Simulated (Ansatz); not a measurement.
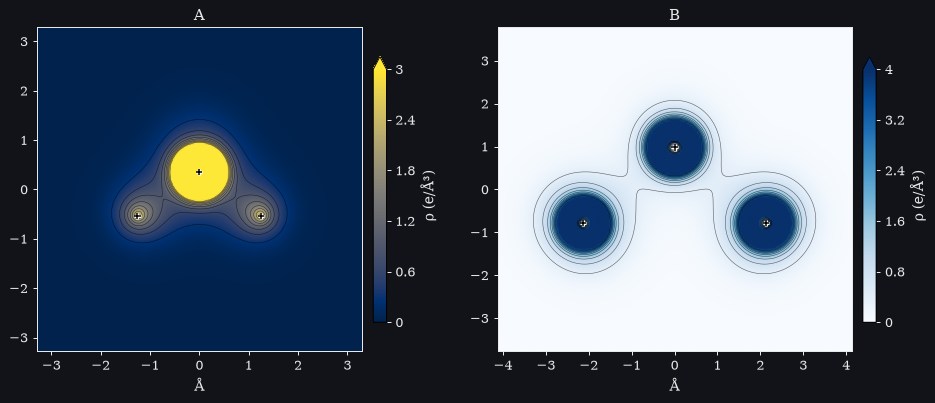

The electron density of 2 systems, each on a plane through atoms (crosses mark nuclei in the plane).

Theory: Ansatz, RKS PBE0-D4/def2-TZVP.

System 1: GeH₄, the plane of atoms H3, Ge1 and H5. Geometry: B3LYP-D4/def2-TZVP.

```xyz
5

Ge    0.0000    0.0000    0.0000
H     0.0113   -0.0191    1.5354
H     1.4441    0.0111   -0.5223
H    -0.7318    1.2577   -0.4909
H    -0.7236   -1.2497   -0.5223
```

System 2: I₃Sb (SbI3), the plane of atoms I2, Sb1 and I4. Geometry: PBE-D4/def2-SVP; core potentials replace the inner electrons of Sb and I.

```xyz
4

Sb   -0.0041    0.0051    0.9511
I     2.4583   -0.0312   -0.3061
I    -1.2015    2.1408   -0.3338
I    -1.2526   -2.1147   -0.3112
```

Question: Which map belongs to which system?

Answer: Panel A is system 1, GeH₄: the plane holds Ge and H. Ge–H (1.54 Å): the density is about 1.1 e/Å³ at the midpoint. Panel B is system 2, I₃Sb: the plane holds Sb and I. Sb–I (2.77 Å): the density is about 0.44 e/Å³ at the midpoint.
